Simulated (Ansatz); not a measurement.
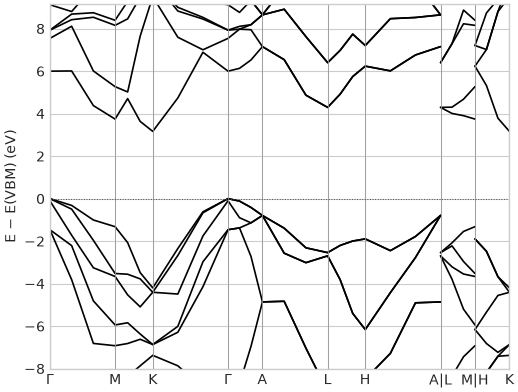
Band structure from DFT-HSE06 in the program Ansatz with PAW potentials

**Question.** Read off the gap and where the band edges lie.

**Answer.** About 3.2 eV (3.17 eV among the points solved); maximum at Γ, minimum at K.

The material is SiC (wurtzite, P6_3mc).

The cell was relaxed with HSE06 under the symmetry of its start. The hybrid was solved on a coarse mesh, the path and, where they were found, the r²SCAN edge points; its band edges are the extreme levels among these.

Potentials: the later of the program's two PAW sets.
